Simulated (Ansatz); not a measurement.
# AlH2N2 (charge +1): what the fields show

```xyz
5

Al    1.9363    1.3497   -1.4029
N     0.3586   -0.4381   -1.2075
N     0.6612   -0.1512   -0.0433
H    -0.3274   -1.2052   -1.3438
H     0.2073   -0.6983    0.7130
```

Geometry: B3LYP/6-31G*.

All numbers below come from isolated molecule in a Gaussian basis; Kohn-Sham density functional theory, functional PBE0 in Ansatz 0.2.0.

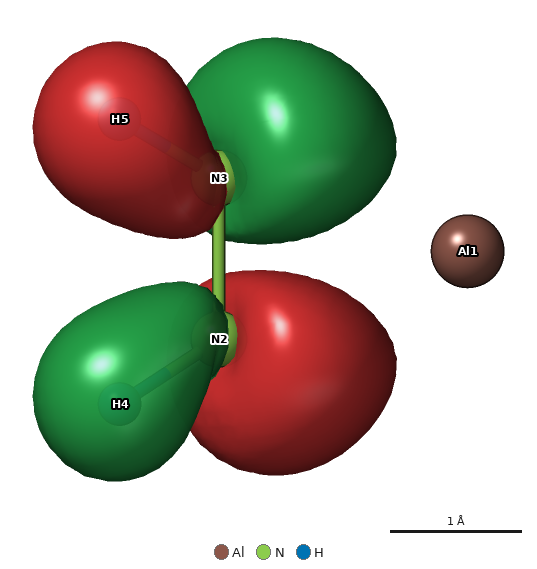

Figure 1. The HOMO−1 at ±0.15 Å⁻³ᐟ² (green and red are the two phases), seen at a tilt.

Describe this orbital and give its energy.

Answer. It lies mainly on N2 (about 35 %), N3 (about 35 %), H4 (about 10 %) and H5 (about 10 %); it is symmetric in the molecular plane (an in-plane orbital: σ, lone-pair or in-plane π type). Its energy is −14.27 eV.

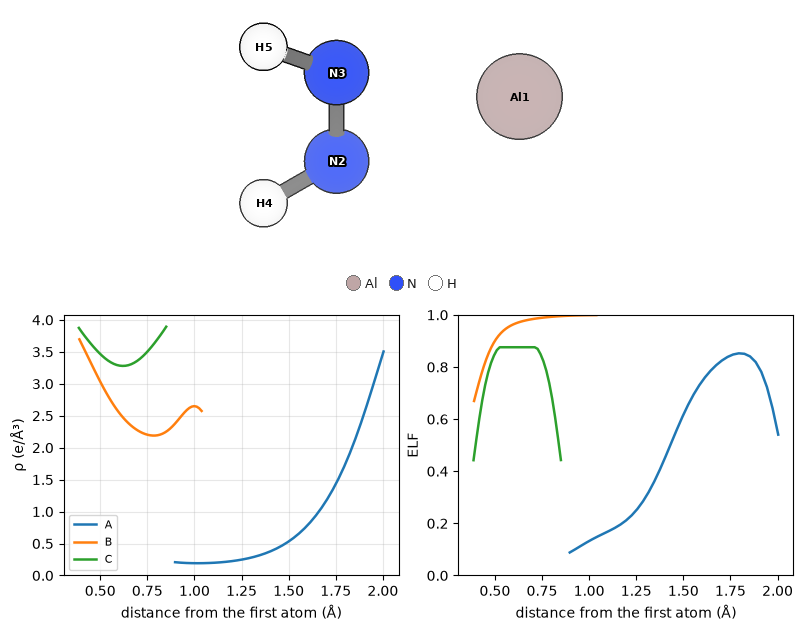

Figure 2. Total electron density and ELF along straight lines between neighbouring atoms. The curves leave out the atomic cores. The structure is drawn too.

Which curve belongs to which contact (Al–N, N–H and N–N)? The first atom named is at distance zero.

Answer. Curve A: Al–N (2.39 Å): ρ at the midpoint is about 0.22 e/Å³, with its minimum of 0.19 e/Å³ about 1.0 Å from Al; the ELF is about 0.20 at the midpoint. Curve B: N–H (1.04 Å): ρ at the midpoint is about 2.9 e/Å³; the ELF climbs to about 1 towards the hydrogen, as it does in any bond to H: an ordinary covalent bond to hydrogen. Curve C: N–N (1.24 Å): the density is about 3.3 e/Å³ at the midpoint; the ELF peaks at about 0.90 between the atoms; a covalent bond.

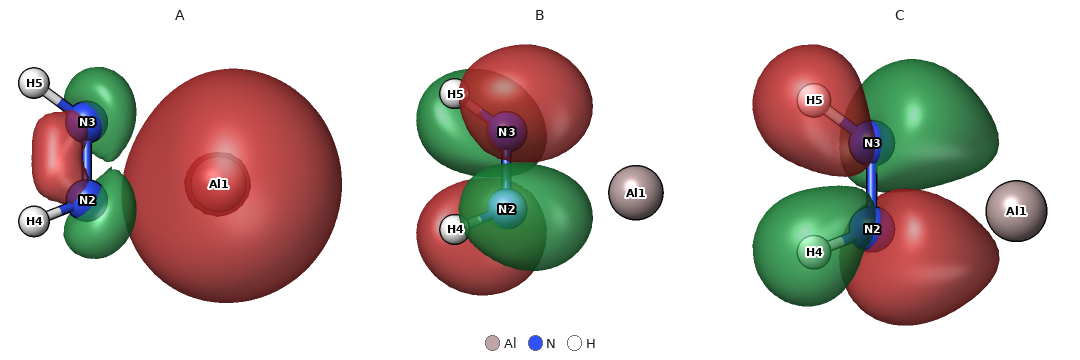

Figure 3. Three frontier orbitals at ±0.1 Å⁻³ᐟ² (green and red are the two phases), in no order.

Order the three orbitals by energy and name them.

Answer. C is the HOMO−1 (−14.27 eV). Its weight (Hirshfeld) is mainly on N2 (about 35 %), N3 (about 35 %), H4 (about 10 %) and H5 (about 10 %); it is symmetric in the molecular plane (an in-plane orbital: σ, lone-pair or in-plane π type). A is the HOMO (−12.99 eV). It lies mainly on Al1 (about 90 %); it is symmetric in the molecular plane (an in-plane orbital: σ, lone-pair or in-plane π type). B is the LUMO (−8.16 eV). It lies mainly on N2 (about 45 %) and N3 (about 45 %); it changes sign across the molecular plane (π type); π-antibonding (a node) across N2–N3.

What is the HOMO–LUMO gap?

Answer. 4.83 eV between the orbital energies.
